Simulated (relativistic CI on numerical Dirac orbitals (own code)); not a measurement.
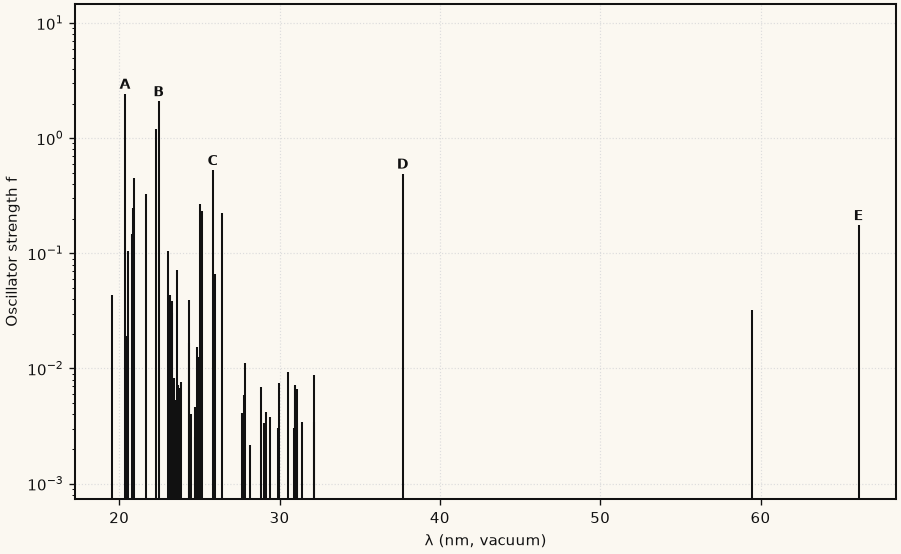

Computed spectrum: absorption lines from the lowest level (oscillator strengths f) of an atom or ion with 69 electrons. Level of the calculation: Dirac CI, KLI exchange-only orbitals, Breit term, model QED, valence Slater integrals scaled by 0.85, configurations tied to the tabulated ionisation limit (radial Dirac CI code).

**Identify the ion and assign the lettered lines.**

W⁵⁺. A: 4f¹⁴ 5s² 5p⁵ 5d² ²D°₃/₂ ← 4f¹⁴ 5s² 5p⁶ 5d ²D₃/₂, 20.37 nm, f = 2.4; B: 4f¹⁴ 5s² 5p⁵ 5d² J = 5/2 (odd, mixed, level 188) ← 4f¹⁴ 5s² 5p⁶ 5d ²D₃/₂, 22.48 nm, f = 2.1; C: 4f¹⁴ 5s² 5p⁵ 5d² J = 5/2 (odd, mixed, level 124) ← 4f¹⁴ 5s² 5p⁶ 5d ²D₃/₂, 25.83 nm, f = 0.53; D: 4f¹⁴ 5s² 5p⁶ 5f ²F°₅/₂ ← 4f¹⁴ 5s² 5p⁶ 5d ²D₃/₂, 37.69 nm, f = 0.49; E: 4f¹⁴ 5s² 5p⁶ 6p ²P°₁/₂ ← 4f¹⁴ 5s² 5p⁶ 5d ²D₃/₂, 66.12 nm, f = 0.18.

Caveat: configurations built on the next ion are tied to the tabulated ionisation energy, low ones can still be off by several thousand cm⁻¹ and the others by 10000 or more; one shift a configuration: terms inside it, and wavelengths, can be off by thousands of cm⁻¹; low levels that differ in the count of f electrons can be misplaced by several ten thousand cm⁻¹; only a limited list of configurations is included, so lower levels can be missing; only lines among the lowest 300 of 3305 levels are drawn.
